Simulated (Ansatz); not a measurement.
**C2H5ClSn: basis-set convergence**

How large a basis does C2H5ClSn need? Two functionals are run in growing sets.

Program: Ansatz 0.2.0, Gaussian basis. Level of theory: one geometry, several basis sets. These are calculated values, not measurements.

The runs, in order: PBE0-D4/def2-SVP; ωB97M-V/def2-SVP; PBE0-D4/def2-QZVPP; ωB97M-V/def2-QZVPP; the functionals' def2-TZVPP values are taken from earlier runs.

**1. The geometry**

An earlier PBE0-D4/def2-TZVP relaxation fixed the geometry. Sn takes the def2 core potential; no spin-orbit term is included.

9 atoms, charge 0, spin multiplicity 1.

Atoms are counted from 1 here; the program's logs count them from 0.

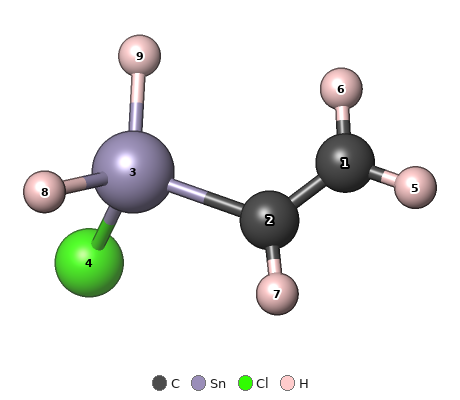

The geometry (carbon dark grey, tin purple, chlorine green, hydrogen pink); atoms are numbered from 1 in the order of the file.

**2. PBE0-D4 in def2-SVP**

in.yaml

```yaml
crystal:
  periodic: [false, false, false]
  atoms:
    - {symbol: C, position_ang: [-0.113796, 1.594324, -0.548981]}
    - {symbol: C, position_ang: [0.432036, 0.389403, -0.658432]}
    - {symbol: Sn, position_ang: [0.036684, -1.136038, 0.749205]}
    - {symbol: Cl, position_ang: [-1.026367, -2.876833, -0.399256]}
    - {symbol: H, position_ang: [0.088775, 2.381939, -1.270778]}
    - {symbol: H, position_ang: [-0.790804, 1.856982, 0.259677]}
    - {symbol: H, position_ang: [1.097579, 0.173433, -1.489915]}
    - {symbol: H, position_ang: [1.431290, -1.848819, 1.418192]}
    - {symbol: H, position_ang: [-1.066997, -0.580692, 1.923188]}
basis:
  gaussian: {orbitals: def2-SVP}
hamiltonian: {xc: pbe0, dispersion: d4}
output: {orbitals: {seedname: orbitals}}
```

Run with:

```sh
ansatz run in.yaml --threads 4 --pin off --events-out ev --progress --plain --max-ram 10444MiB
```

Standard output:

```text
Functional definition: PBE0
  name "PBE0"
  cite "Adamo & Barone, J. Chem. Phys. 110, 6158 (1999) doi:10.1063/1.478522"
  cite "Perdew, Burke & Ernzerhof, Phys. Rev. Lett. 77, 3865 (1996) doi:10.1103/PhysRevLett.77.3865"
  parent pbe
  parameter a = 0.25
  parameter kappa = 0.804
  parameter beta = 0.06672455060314922
  exchange = (1 - a)*pbe_x(kappa = kappa, mu = beta*pi^2/3) + a*exact_x
  correlation = pbe_c(beta = beta)
1048 factors; integrals over basis functions are off by at most 1.4e-3 eV
mean field evaluation 1: about -20492.6349 eV, gradient 4.1e1 eV
mean field evaluation 2: about -20490.2502 eV, gradient 4.9e1 eV
mean field evaluation 4: about -20497.0825 eV, gradient 2.0e0 eV
mean field evaluation 8: about -20497.2374 eV, gradient 2.8e-1 eV
mean field evaluation 16: about -20497.2377 eV, gradient 1.5e-5 eV
mean field -20497.23767098 eV, -753.2595908817 hartree, gradient 1.6e-5 eV, S^2 0.000000; 0 other end points of the search recorded, 0 dependent functions left out
reference -20497.23770100 eV, -753.2595919852 hartree; 28, 28 occupied and 69, 69 virtual orbitals, 1048 factors
Total energy: -20497.41091541 eV, -753.2659574971 hartree
```

It took 0.75 s on 4 threads of Intel Xeon Platinum 8488C, shared host.

**3. ωB97M-V in def2-SVP**

in.yaml, as its differences from that of step 2:

```diff
@@ -14,3 +14,3 @@
   gaussian: {orbitals: def2-SVP}
-hamiltonian: {xc: pbe0, dispersion: d4}
+hamiltonian: {xc: {name: wB97M-V}}
 output: {orbitals: {seedname: orbitals}}
```

The command is unchanged.

Standard output (excerpt; [...] marks lines left out):

```text
Functional definition: wB97M-V
  name "wB97M-V"
  cite "Mardirossian & Head-Gordon, J. Chem. Phys. 144, 214110 (2016) doi:10.1063/1.4952647"
  cite "Becke, J. Chem. Phys. 107, 8554 (1997) doi:10.1063/1.475007"
  cite "Vydrov & Van Voorhis, J. Chem. Phys. 133, 244103 (2010) doi:10.1063/1.3521275"
  # Of w^i u^j: cxij and so on, Table III.
[...]
  gx(w, u) = 1 - cx + cx01*u + cx10*w
  gss(w, u) = css00 + css04*u^4 + css10*w + css20*w^2 + css43*w^4*u^3
  gos(w, u) = cos00 + cos10*w + (cos20 + cos21*u)*w^2 + (cos60 + cos61*u)*w^6
[...]
      + integral(e_c_pw_mod_opposite_spin*gos(b97_w_opposite, b97_u_opposite)) + vv10(b, c)
1048 factors; integrals over basis functions are off by at most 1.4e-3 eV
272 factors; integrals over basis functions are off by at most 9.4e-6 eV
[...]
mean field -20500.65268816 eV, -753.3850904484 hartree, gradient 2.3e-5 eV, S^2 0.000000; 0 other end points of the search recorded, 0 dependent functions left out
reference -20500.65273396 eV, -753.3850921316 hartree; 28, 28 occupied and 69, 69 virtual orbitals, 1048 factors
Total energy: -20500.65273396 eV, -753.3850921316 hartree
```

It took 2.5 s on 4 threads of Intel Xeon Platinum 8488C, shared host.

**4. PBE0-D4 in def2-QZVPP**

in.yaml, as its differences from that of step 3:

```diff
@@ -13,4 +13,4 @@
 basis:
-  gaussian: {orbitals: def2-SVP}
-hamiltonian: {xc: {name: wB97M-V}}
+  gaussian: {orbitals: "def2-QZVPP.json"}
+hamiltonian: {xc: pbe0, dispersion: d4}
 output: {orbitals: {seedname: orbitals}}
```

Same command.

Standard output:

```text
Functional definition: PBE0
  name "PBE0"
  cite "Adamo & Barone, J. Chem. Phys. 110, 6158 (1999) doi:10.1063/1.478522"
  cite "Perdew, Burke & Ernzerhof, Phys. Rev. Lett. 77, 3865 (1996) doi:10.1103/PhysRevLett.77.3865"
  parent pbe
  parameter a = 0.25
  parameter kappa = 0.804
  parameter beta = 0.06672455060314922
  exchange = (1 - a)*pbe_x(kappa = kappa, mu = beta*pi^2/3) + a*exact_x
  correlation = pbe_c(beta = beta)
1487 factors; their error is unknown
mean field evaluation 1: about -20497.8555 eV, gradient 5.4e1 eV
mean field evaluation 2: about -20491.7311 eV, gradient 6.9e1 eV
mean field evaluation 4: about -20504.6760 eV, gradient 4.3e0 eV
mean field evaluation 8: about -20504.7879 eV, gradient 3.1e-1 eV
mean field evaluation 16: about -20504.7880 eV, gradient 7.7e-5 eV
mean field -20504.78798608 eV, -753.5370598439 hartree, gradient 7.7e-5 eV, S^2 0.000000; 0 other end points of the search recorded, 0 dependent functions left out
reference -20504.78802725 eV, -753.5370613570 hartree; 28, 28 occupied and 388, 388 virtual orbitals, 1487 factors
Total energy: -20504.96124166 eV, -753.5434268689 hartree
```

Run time: 4.3 s. Hardware: 4 threads of Intel Xeon Platinum 8488C, shared host; peak memory 1.4 GiB.

**5. ωB97M-V in def2-QZVPP**

in.yaml, as its differences from that of step 4:

```diff
@@ -14,3 +14,3 @@
   gaussian: {orbitals: "def2-QZVPP.json"}
-hamiltonian: {xc: pbe0, dispersion: d4}
+hamiltonian: {xc: {name: wB97M-V}}
 output: {orbitals: {seedname: orbitals}}
```

The command is unchanged.

Standard output (excerpt; [...] marks lines left out):

```text
Functional definition: wB97M-V
  name "wB97M-V"
  cite "Mardirossian & Head-Gordon, J. Chem. Phys. 144, 214110 (2016) doi:10.1063/1.4952647"
  cite "Becke, J. Chem. Phys. 107, 8554 (1997) doi:10.1063/1.475007"
  cite "Vydrov & Van Voorhis, J. Chem. Phys. 133, 244103 (2010) doi:10.1063/1.3521275"
  # Of w^i u^j: cxij and so on, Table III.
[...]
  gx(w, u) = 1 - cx + cx01*u + cx10*w
  gss(w, u) = css00 + css04*u^4 + css10*w + css20*w^2 + css43*w^4*u^3
  gos(w, u) = cos00 + cos10*w + (cos20 + cos21*u)*w^2 + (cos60 + cos61*u)*w^6
[...]
      + integral(e_c_pw_mod_opposite_spin*gos(b97_w_opposite, b97_u_opposite)) + vv10(b, c)
1454 factors; their error is unknown
332 factors; integrals over basis functions are off by at most 3.5e-5 eV
[...]
mean field -20508.31342241 eV, -753.6666172396 hartree, gradient 1.5e-5 eV, S^2 0.000000; 0 other end points of the search recorded, 0 dependent functions left out
reference -20508.31348773 eV, -753.6666196399 hartree; 28, 28 occupied and 388, 388 virtual orbitals, 1454 factors
Total energy: -20508.31348773 eV, -753.6666196399 hartree
```

Run time: 9 s. Hardware: 4 threads of Intel Xeon Platinum 8488C, shared host; peak memory 1.7 GiB.

**6. Functionals by basis**

The def2-TZVPP values come from earlier runs at the same geometry.

| functional | basis | functions | energy (eV) | from the largest (eV) | HOMO (eV) | LUMO (eV) |
| --- | --- | --- | --- | --- | --- | --- |
| PBE0-D4 | def2-SVP | 97 | -20497.4109 | 7.550 | -8.14 | -0.87 |
| PBE0-D4 | def2-TZVPP | 224 | -20504.4105 | 0.551 | -8.29 | -1.04 |
| PBE0-D4 | def2-QZVPP | 416 | -20504.9612 | 0.000 | -8.31 | -1.09 |
| ωB97M-V | def2-SVP | 97 | -20500.6527 | 7.661 | -10.30 | 1.15 |
| ωB97M-V | def2-TZVPP | 224 | -20507.7813 | 0.532 | -10.48 | 0.84 |
| ωB97M-V | def2-QZVPP | 416 | -20508.3135 | 0.000 | -10.51 | 0.67 |

**7. Outcome**

| quantity | value |
| --- | --- |
| PBE0-D4: double and triple zeta above quadruple | 7.55, 0.55 eV |
| ωB97M-V: double and triple zeta above quadruple | 7.66, 0.53 eV |

For PBE0-D4 the step from double to triple zeta gains 7.00 eV and the next only 0.55 eV. These are total energies; as a rule much of such shifts cancels in differences, which this series doesn't test.

For PBE0-D4 the largest set took about 6 times as long as the smallest (4.3 s against 0.75 s).
